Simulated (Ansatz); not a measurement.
**ClGe2H5O: molecular dynamics**

Purpose: to follow the molecule's vibrations and see whether its bonds hold. The start is relaxed first. Runs: 300 steps of 0.5 fs at constant energy (fourth-order Milne integrator), with velocities drawn for 400 K. SMILES of the start: [OH][Ge@@H]([Cl])[GeH3].

All numbers below are computed with Ansatz 0.2.0 (RHF/def2-SVP).

### Step 1. Starting point

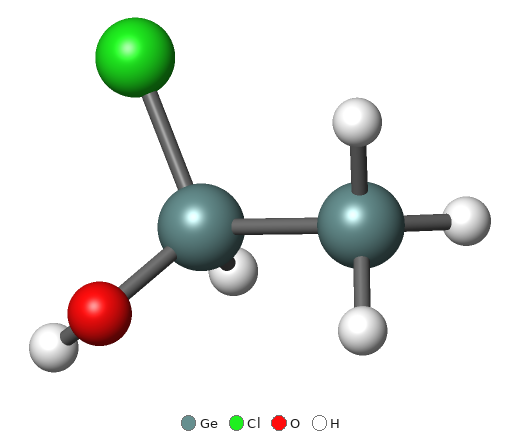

The starting structure, seen from a chosen angle (germanium teal, chlorine green, oxygen red, hydrogen white).

Structure file:

```xyz
9

Ge    0.0000    0.0000    0.0000
Cl    0.0000    0.0000    2.2200
O     1.6691    0.0000   -0.5894
H     1.9855   -0.9521   -0.7061
Ge   -1.1304    1.9584   -0.7992
H    -2.6003    1.6043   -1.1405
H    -1.1048    3.0541    0.2968
H    -0.4177    2.4843   -2.0712
H    -0.7300   -1.2648   -0.5162
```

### Step 2. Relaxing the start

Input file input.yaml:

```yaml
crystal:
  periodic: [false, false, false]
  atoms:
    - { symbol: Ge, position_ang: [0.0, 0.0, 0.0] }
    - { symbol: Cl, position_ang: [0.0, 0.0, 2.22] }
    - { symbol: O, position_ang: [1.6691, 0.0, -0.5894] }
    - { symbol: H, position_ang: [1.9855, -0.9521, -0.7061] }
    - { symbol: Ge, position_ang: [-1.1304, 1.9584, -0.7992] }
    - { symbol: H, position_ang: [-2.6003, 1.6043, -1.1405] }
    - { symbol: H, position_ang: [-1.1048, 3.0541, 0.2968] }
    - { symbol: H, position_ang: [-0.4177, 2.4843, -2.0712] }
    - { symbol: H, position_ang: [-0.73, -1.2648, -0.5162] }
basis:
  gaussian: { orbitals: def2-SVP }
hamiltonian:
  xc: hf
relax:
  f_tol: 0.02
  max_steps: 40
```

Command:

```console
$ ansatz run input.yaml --threads 2 --pin off --max-ram 3072MiB --backend cpu --events-out ev --progress --plain --runs-dir out
```

What it wrote (excerpt; [...] marks lines left out):

```text
Warning: RAYON_NUM_THREADS=2 ignored (pool sized by the plan → 2); use --threads N
[...]
Functional definition: HF
[...]
1260 factors; integrals over basis functions are off by at most 3.8e-4 eV
[...]
mean field -127548.90948739 eV, -4687.3359679055 hartree, gradient 2.1e-5 eV, S^2 0.000000; 0 other end points of the search recorded, 0 dependent functions left out
[...]
reference -127548.90948739 eV, -4687.3359679055 hartree; 47, 47 occupied and 74, 74 virtual orbitals, 1260 factors
relax step   1: F+E_penalty+E_count = -127548.90948739 eV  Δ(F+E_penalty+E_count) = +0.000e0 eV  max|allowed force component| = 3.283e0 eV/Å  Δτ_max = 0.0000 Å  (34 SCF iters, accepted)
[...]
relax step   5: F+E_penalty+E_count = -127549.14579211 eV  Δ(F+E_penalty+E_count) = -6.494e-2 eV  max|allowed force component| = 4.654e-1 eV/Å  Δτ_max = 0.0929 Å  (32 SCF iters, accepted)
[...]
relax step   9: F+E_penalty+E_count = -127549.16409959 eV  Δ(F+E_penalty+E_count) = -3.709e-3 eV  max|allowed force component| = 1.562e-1 eV/Å  Δτ_max = 0.0671 Å  (33 SCF iters, accepted)
[...]
relax step  13: F+E_penalty+E_count = -127549.17461074 eV  Δ(F+E_penalty+E_count) = -1.057e-3 eV  max|allowed force component| = 1.771e-1 eV/Å  Δτ_max = 0.0455 Å  (34 SCF iters, accepted)
[...]
relax step  15: F+E_penalty+E_count = -127549.17947409 eV  Δ(F+E_penalty+E_count) = -2.449e-4 eV  max|allowed force component| = 1.643e-2 eV/Å  Δτ_max = 0.0189 Å  (34 SCF iters, accepted)
[...]
relax step  16: F+E_penalty+E_count = -127549.17964334 eV  Δ(F+E_penalty+E_count) = -1.692e-4 eV  max|allowed force component| = 1.637e-2 eV/Å  Δτ_max = 0.0359 Å  (34 SCF iters, accepted)
1260 factors; integrals over basis functions are off by at most 4.0e-4 eV
[...]
mean field -127549.17964334 eV, -4687.3458959537 hartree, gradient 2.5e-5 eV, S^2 0.000000; 1 other end points of the search recorded, 0 dependent functions left out
[...]
reference -127549.17964334 eV, -4687.3458959537 hartree; 47, 47 occupied and 74, 74 virtual orbitals, 1260 factors
Total energy: -127549.17964334 eV, -4687.3458959537 hartree
Atom 0 at    -0.067713    -0.092880    -0.160015 Å, force    -0.007540     0.005951     0.003633 eV/Å
Atom 1 at    -0.335331    -0.364421     1.991929 Å, force     0.003938     0.002162    -0.016374 eV/Å
Atom 2 at     1.655734     0.073693    -0.463367 Å, force    -0.009185     0.003611     0.001475 eV/Å
Atom 3 at     2.225331    -0.616784    -0.158100 Å, force     0.000275    -0.002423     0.002335 eV/Å
Atom 4 at    -1.139167     1.999483    -0.831139 Å, force     0.006728    -0.002196     0.007209 eV/Å
Atom 5 at    -2.640948     1.901002    -0.539521 Å, force     0.015713     0.002351    -0.003181 eV/Å
Atom 6 at    -0.520873     3.143354    -0.024586 Å, force    -0.009114    -0.006901    -0.009349 eV/Å
Atom 7 at    -0.921263     2.229270    -2.331004 Å, force    -0.003545    -0.001660     0.012129 eV/Å
Atom 8 at    -0.584372    -1.388517    -0.789996 Å, force     0.002730    -0.000896     0.002123 eV/Å
Dipole moment:    -0.063551    -0.094649    -0.337141 e Å
```

Wall time 38 s (2 threads of Intel Xeon at 2.60GHz (Ice Lake), shared host); peak memory 0.35 GiB.

The steps of the relaxation:

```
step  energy from step 1 (eV)  largest force component (eV/Å)
   1                   0.0000                          3.2829
   2                  -0.1449                          1.3192
   3                  -0.1714                          1.8070
  4x                  -0.1691                          2.2679
   5                  -0.2363                          0.4654
   6                  -0.2478                          0.0875
  7x                  -0.2195                          0.3517
   8                  -0.2509                          0.2483
   9                  -0.2546                          0.1562
  10                  -0.2588                          0.1439
  11                  -0.2617                          0.1502
  12                  -0.2641                          0.1842
  13                  -0.2651                          0.1771
  14                  -0.2697                          0.0271
  15                  -0.2700                          0.0164
  16                  -0.2702                          0.0164
```

Step 1 is the start. 2 steps were tried and not accepted (marked x).

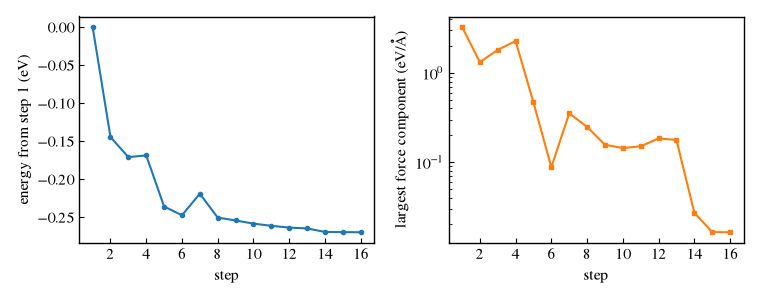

How energy and force went from step to step.

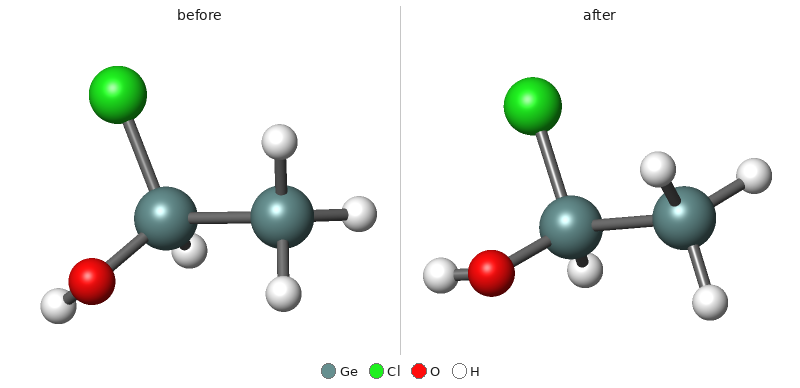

Before and after, at one scale.

After: Bond lengths: Ge1–Cl2 2.185 Å, Ge1–O3 1.758 Å, O3–H4 0.946 Å, Ge1–Ge5 2.445 Å, Ge5–H6 1.533 Å, Ge5–H7 1.530 Å, Ge5–H8 1.533 Å, Ge1–H9 1.531 Å. Angles: Cl2–Ge1–O3 107.6°, Cl2–Ge1–Ge5 108.8°, Cl2–Ge1–H9 105.0°, O3–Ge1–Ge5 107.5°, O3–Ge1–H9 109.9°, Ge5–Ge1–H9 117.6°, Ge1–O3–H4 117.7°, Ge1–Ge5–H6 108.8°, Ge1–Ge5–H7 108.5°, Ge1–Ge5–H8 109.5°, H6–Ge5–H7 110.1°, H6–Ge5–H8 109.6°, H7–Ge5–H8 110.3°.

### Step 3. The run

300 steps of 0.5 fs at constant energy (fourth-order milne integrator), with velocities drawn for 400 K, from the relaxed start.

Input file input.yaml:

```yaml
crystal:
  periodic: [false, false, false]
  atoms:
    - { symbol: Ge, position_ang: [-0.067713, -0.09288, -0.160015] }
    - { symbol: Cl, position_ang: [-0.335331, -0.364421, 1.991929] }
    - { symbol: O, position_ang: [1.655734, 0.073693, -0.463367] }
    - { symbol: H, position_ang: [2.225331, -0.616784, -0.1581] }
    - { symbol: Ge, position_ang: [-1.139167, 1.999483, -0.831139] }
    - { symbol: H, position_ang: [-2.640948, 1.901002, -0.539521] }
    - { symbol: H, position_ang: [-0.520873, 3.143354, -0.024586] }
    - { symbol: H, position_ang: [-0.921263, 2.22927, -2.331004] }
    - { symbol: H, position_ang: [-0.584372, -1.388517, -0.789996] }
basis:
  gaussian: { orbitals: def2-SVP }
hamiltonian:
  xc: hf
md:
  timestep: 0.5
  n_steps: 300
  ensemble: nve_milne
  temperature: 400.0
  initial_velocities: maxwell_boltzmann
  seed: 931755
```

Command:

```console
$ ansatz run input.yaml --threads 2 --pin off --max-ram 3072MiB --backend cpu --events-out ev --progress --plain --runs-dir out
```

What it wrote (excerpt; [...] marks lines left out):

```text
Warning: RAYON_NUM_THREADS=2 ignored (pool sized by the plan → 2); use --threads N
[...]
[... 1 set-up line as earlier in the session ...]
[...]
1260 factors; integrals over basis functions are off by at most 3.6e-4 eV
[...]
mean field -127549.17966058 eV, -4687.3458965872 hartree, gradient 1.4e-5 eV, S^2 0.000000; 0 other end points of the search recorded, 0 dependent functions left out
[...]
reference -127549.17966058 eV, -4687.3458965872 hartree; 47, 47 occupied and 74, 74 virtual orbitals, 1260 factors
md step     0: t =     0.00 fs  T =   400.0 K  F+E_penalty+E_count = -127549.17966058 eV  E_kin = 0.361928 eV  conserved = -127548.81773259 eV  (34 SCF iters)
[...]
md step    20: t =    10.00 fs  T =   114.0 K  F+E_penalty+E_count = -127548.92086261 eV  E_kin = 0.103127 eV  conserved = -127548.81773539 eV  (34 SCF iters)
[...]
md step    40: t =    20.00 fs  T =   208.7 K  F+E_penalty+E_count = -127549.00657760 eV  E_kin = 0.188828 eV  conserved = -127548.81774985 eV  (34 SCF iters)
[...]
md step    60: t =    30.00 fs  T =   215.8 K  F+E_penalty+E_count = -127549.01300408 eV  E_kin = 0.195256 eV  conserved = -127548.81774840 eV  (35 SCF iters)
[...]
md step    79: t =    39.50 fs  T =   195.0 K  F+E_penalty+E_count = -127548.99415157 eV  E_kin = 0.176423 eV  conserved = -127548.81772855 eV  (34 SCF iters)
md step    80: t =    40.00 fs  T =   185.5 K  F+E_penalty+E_count = -127548.98553742 eV  E_kin = 0.167800 eV  conserved = -127548.81773789 eV  (34 SCF iters)
```

### Step 4. The log goes on: dynamics from the start

The log, continued (excerpt; [...] marks lines left out):

```text
md step    81: t =    40.50 fs  T =   178.4 K  F+E_penalty+E_count = -127548.97913271 eV  E_kin = 0.161400 eV  conserved = -127548.81773261 eV  (35 SCF iters)
[...]
md step   106: t =    53.00 fs  T =   181.0 K  F+E_penalty+E_count = -127548.98152543 eV  E_kin = 0.163779 eV  conserved = -127548.81774600 eV  (34 SCF iters)
[...]
md step   131: t =    65.50 fs  T =   291.5 K  F+E_penalty+E_count = -127549.08147677 eV  E_kin = 0.263745 eV  conserved = -127548.81773201 eV  (35 SCF iters)
[...]
md step   156: t =    78.00 fs  T =    62.4 K  F+E_penalty+E_count = -127548.87416483 eV  E_kin = 0.056418 eV  conserved = -127548.81774721 eV  (27 SCF iters)
[...]
md step   181: t =    90.50 fs  T =   252.9 K  F+E_penalty+E_count = -127549.04650699 eV  E_kin = 0.228786 eV  conserved = -127548.81772054 eV  (35 SCF iters)
md step   182: t =    91.00 fs  T =   239.6 K  F+E_penalty+E_count = -127549.03451084 eV  E_kin = 0.216767 eV  conserved = -127548.81774371 eV  (35 SCF iters)
md step   183: t =    91.50 fs  T =   225.5 K  F+E_penalty+E_count = -127549.02177373 eV  E_kin = 0.204032 eV  conserved = -127548.81774177 eV  (34 SCF iters)
```

### Step 5. The output, continued: dynamics from the start

Output, continued (excerpt; [...] marks lines left out):

```text
md step   184: t =    92.00 fs  T =   212.0 K  F+E_penalty+E_count = -127549.00957966 eV  E_kin = 0.191858 eV  conserved = -127548.81772150 eV  (35 SCF iters)
[...]
md step   204: t =   102.00 fs  T =   197.6 K  F+E_penalty+E_count = -127548.99654230 eV  E_kin = 0.178810 eV  conserved = -127548.81773252 eV  (34 SCF iters)
[...]
md step   224: t =   112.00 fs  T =   225.5 K  F+E_penalty+E_count = -127549.02173192 eV  E_kin = 0.204003 eV  conserved = -127548.81772850 eV  (34 SCF iters)
[...]
md step   244: t =   122.00 fs  T =   211.7 K  F+E_penalty+E_count = -127549.00931764 eV  E_kin = 0.191589 eV  conserved = -127548.81772889 eV  (34 SCF iters)
[...]
md step   298: t =   149.00 fs  T =   188.7 K  F+E_penalty+E_count = -127548.98846491 eV  E_kin = 0.170737 eV  conserved = -127548.81772748 eV  (35 SCF iters)
[...]
Total energy: -127548.97852828 eV, -4687.3385051115 hartree
Atom 0 at    -0.068214    -0.053551    -0.142492 Å, force     0.626399    -0.753485    -0.391957 eV/Å
Atom 1 at    -0.312888    -0.400976     1.960515 Å, force    -0.214984     0.086752     0.713267 eV/Å
Atom 2 at     1.676236    -0.024695    -0.383448 Å, force    -0.566950     1.178954    -0.246837 eV/Å
Atom 3 at     2.203926    -0.785425    -0.471436 Å, force     0.284479    -0.891497     0.033202 eV/Å
Atom 4 at    -1.146315     2.004919    -0.846732 Å, force    -1.117134    -0.967180     0.244531 eV/Å
Atom 5 at    -2.604715     1.716827    -0.422504 Å, force     0.070468     0.089668     0.081725 eV/Å
Atom 6 at    -0.713116     3.244362    -0.155715 Å, force     0.499133     0.697195     0.245758 eV/Å
Atom 7 at    -1.232572     2.064228    -2.347117 Å, force     0.336234     0.205886    -0.553727 eV/Å
Atom 8 at    -0.659174    -1.349946    -0.749175 Å, force     0.082356     0.353706    -0.125961 eV/Å
Dipole moment:    -0.028768     0.002653    -0.481852 e Å
```

Run time: 11 min. Hardware: 2 threads of Intel Xeon at 2.60GHz (Ice Lake), shared host; peak memory 0.33 GiB.

### Step 6. What the atoms did

The trajectory, every 22 steps (energies from step 0):

```
time (fs)  T (K)  potential energy change (meV/atom)  total energy change (meV/atom)
      0.0    400                                 0.0                            0.00
     11.0    103                                29.8                            0.00
     22.0    223                                17.8                            0.00
     33.0    178                                22.4                            0.00
     44.0    226                                17.5                            0.00
     55.0    135                                26.7                            0.00
     66.0    301                                 9.9                            0.00
     77.0     81                                32.0                            0.00
     88.0    259                                14.2                            0.00
     99.0    152                                24.9                            0.00
    110.0    236                                16.5                            0.00
    121.0    218                                18.2                            0.00
    132.0    243                                15.8                            0.00
    143.0    126                                27.6                            0.00
    150.0    178                                22.3                            0.00
```

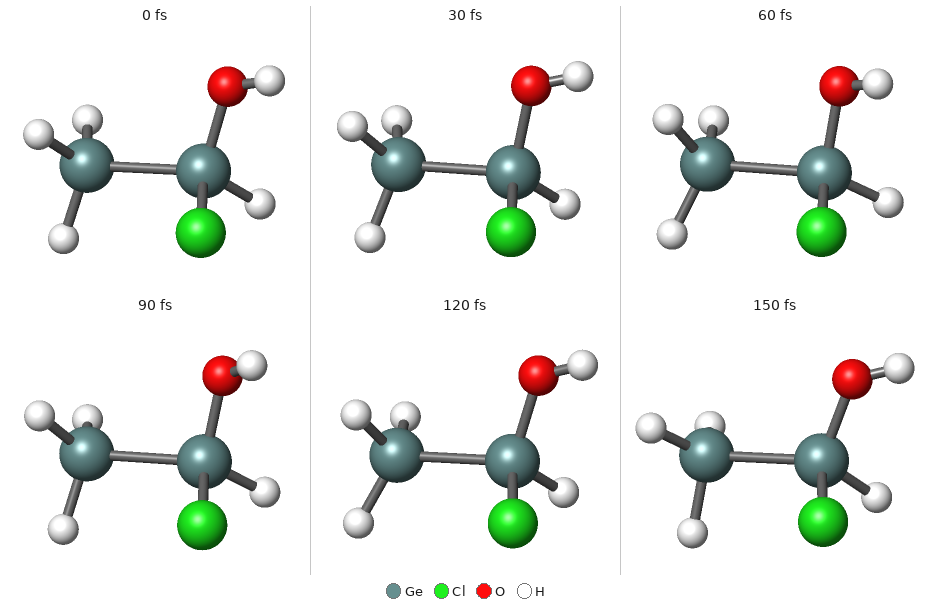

Six frames of the run, seen from a chosen angle. Sticks join atoms within a bonding distance in each frame.

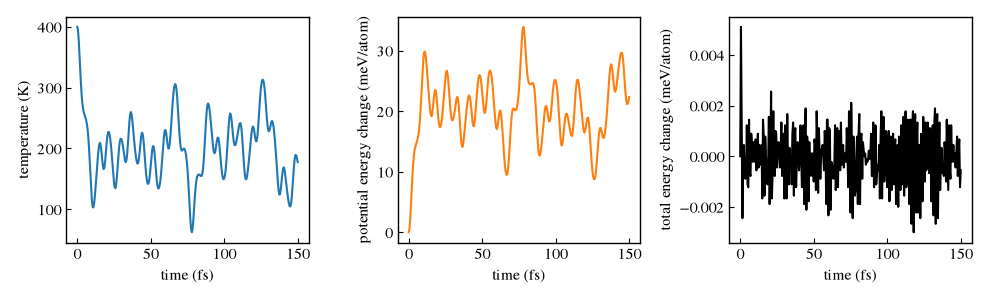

Traces against time; each panel has its own scale.

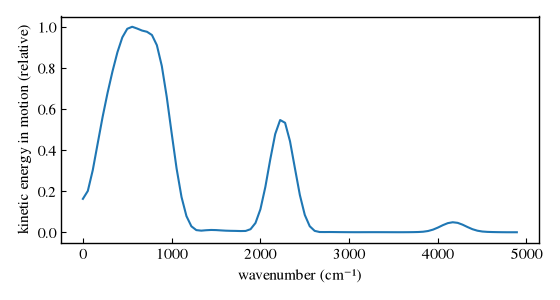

Power spectrum of the mass-weighted velocities; a run of 150 fs resolves no finer than about 440 cm⁻¹.

Maxima of the velocity power spectrum (cm⁻¹, relative height; resolution about 440 cm⁻¹): 560 (100), 2220 (55).

### Step 7. Positions and forces

Positions (Å) and forces (eV/Å):

```xyz
9
time_fs=19.0 T=179 dE=0.1998
Ge   -0.097   -0.093   -0.185    0.302   -0.567    0.828
Cl   -0.317   -0.365    2.015   -0.140    0.058   -0.607
O     1.622    0.160   -0.401    0.668   -0.859   -0.363
H     2.164   -0.628   -0.415   -0.241    0.610    0.101
Ge   -1.109    1.985   -0.829   -1.416   -0.701    0.818
H    -2.578    1.703   -0.389    0.229    0.351   -0.223
H    -0.583    3.176   -0.109    0.412    0.501    0.484
H    -1.052    2.211   -2.287    0.073    0.087   -1.151
H    -0.554   -1.453   -0.793    0.113    0.520    0.114
9
time_fs=37.5 T=246 dE=0.1395
Ge   -0.106   -0.101   -0.171    0.840   -0.144    0.190
Cl   -0.312   -0.362    1.989   -0.149   -0.169   -0.157
O     1.636    0.196   -0.408   -1.225    0.554   -0.262
H     2.280   -0.477   -0.372    0.343   -0.694    0.127
Ge   -1.112    1.976   -0.826    0.183    0.935   -0.407
H    -2.600    2.199   -0.518    0.111   -0.229    0.114
H    -0.256    3.029   -0.068   -0.297   -0.138   -0.295
H    -0.935    2.117   -2.371    0.012    0.005    0.469
H    -0.604   -1.349   -0.910    0.182   -0.119    0.221
9
time_fs=56.0 T=139 dE=0.2365
Ge   -0.090   -0.115   -0.145   -0.779    0.352   -0.399
Cl   -0.320   -0.371    1.959   -0.095   -0.037    1.127
O     1.581    0.214   -0.467    0.983   -0.163    0.126
H     2.135   -0.450   -0.077    0.280    0.230   -0.197
Ge   -1.117    1.993   -0.830    1.339    0.342   -1.026
H    -2.558    2.216   -0.454   -0.388   -0.015    0.038
H    -0.173    3.061   -0.162   -0.551   -0.444   -0.236
H    -0.850    2.060   -2.408   -0.421    0.061    1.006
H    -0.373   -1.504   -0.650   -0.367   -0.326   -0.440
9
time_fs=75.0 T=166 dE=0.2119
Ge   -0.091   -0.130   -0.143    0.973    1.008   -0.554
Cl   -0.337   -0.387    2.009    0.062   -0.088   -0.193
O     1.633    0.213   -0.514   -0.308   -0.440    0.290
H     2.420   -0.144   -0.105   -0.812   -0.048   -0.087
Ge   -1.109    2.010   -0.846   -0.867   -0.698    0.469
H    -2.565    1.921   -0.341    0.025    0.084    0.029
H    -0.451    3.172   -0.154    0.359    0.340    0.133
H    -1.235    2.213   -2.344    0.298   -0.043   -0.318
H    -0.651   -1.362   -0.864    0.270   -0.116    0.232
9
time_fs=94.0 T=196 dE=0.1843
Ge   -0.067   -0.105   -0.161   -1.337   -0.444    0.506
Cl   -0.346   -0.408    2.049    0.249    0.235   -0.788
O     1.602    0.154   -0.528    0.520    0.347   -0.105
H     2.173   -0.315    0.042    0.841   -0.371    0.289
Ge   -1.125    2.013   -0.848   -0.639   -0.726    1.017
H    -2.587    1.968   -0.323    0.344    0.160   -0.286
H    -0.363    3.166   -0.247    0.215    0.257    0.349
H    -1.027    2.136   -2.322   -0.129    0.013   -1.038
H    -0.466   -1.506   -0.708   -0.065    0.529    0.055
9
time_fs=112.5 T=209 dE=0.1730
Ge   -0.072   -0.079   -0.154    0.614   -0.439    0.529
Cl   -0.336   -0.409    2.021    0.116    0.137   -0.444
O     1.678    0.086   -0.485   -0.627    0.020    0.140
H     2.328   -0.539   -0.177   -0.567    0.162   -0.028
Ge   -1.144    2.002   -0.844    0.905    0.620   -0.498
H    -2.615    2.288   -0.561   -0.032   -0.300    0.273
H    -0.231    3.069   -0.143   -0.485   -0.258   -0.440
H    -0.985    2.008   -2.403    0.039    0.159    0.557
H    -0.598   -1.369   -0.773    0.036   -0.101   -0.089
9
time_fs=131.0 T=232 dE=0.1520
Ge   -0.068   -0.069   -0.133   -0.134    0.724   -0.681
Cl   -0.316   -0.400    1.960   -0.215   -0.166    0.749
O     1.650    0.045   -0.416    0.617   -0.839   -0.104
H     2.058   -0.820   -0.380    0.075    0.685   -0.033
Ge   -1.145    2.000   -0.846    0.752    0.688   -0.697
H    -2.571    1.868   -0.358   -0.428    0.128   -0.086
H    -0.479    3.280   -0.248   -0.233   -0.518   -0.063
H    -1.022    2.154   -2.429   -0.254   -0.242    0.967
H    -0.600   -1.270   -0.879   -0.181   -0.458   -0.052
9
time_fs=150.0 T=178 dE=0.2011
Ge   -0.068   -0.054   -0.142    0.626   -0.753   -0.392
Cl   -0.313   -0.401    1.960   -0.215    0.087    0.713
O     1.676   -0.025   -0.383   -0.567    1.179   -0.247
H     2.204   -0.785   -0.471    0.284   -0.891    0.033
Ge   -1.146    2.005   -0.847   -1.117   -0.967    0.244
H    -2.605    1.717   -0.422    0.070    0.090    0.082
H    -0.713    3.244   -0.156    0.499    0.697    0.246
H    -1.233    2.064   -2.347    0.336    0.206   -0.554
H    -0.659   -1.350   -0.749    0.082    0.354   -0.126
```

### Step 8. What came out

```
                          quantity                         value
           relaxation of the start      13 moves, 0.270 eV lower
                            length           300 steps of 0.5 fs
  temperature, first and last step                 400 and 178 K
          temperature, second half  mean 194 K, from 62 to 313 K
     potential energy, second half   +21 meV/atom from the start
largest change of the total energy                 0.01 meV/atom
            bonds formed or broken                             0
```

**Reading.** The temperature starts at 400 K and averages 194 K in the second half, where it ranges from 62 to 313 K. About half is expected from a start at a minimum: kinetic energy passes into potential energy until both shares match. The total energy strays from its start by at most 0.01 meV/atom, under 0.1 % of the mean kinetic energy, so a step of 0.5 fs is short enough over this time. No bond forms or breaks. Averages from a run of 150 fs with 9 atoms are rough. The nuclei move classically, without zero-point motion, which matters most for hydrogen.
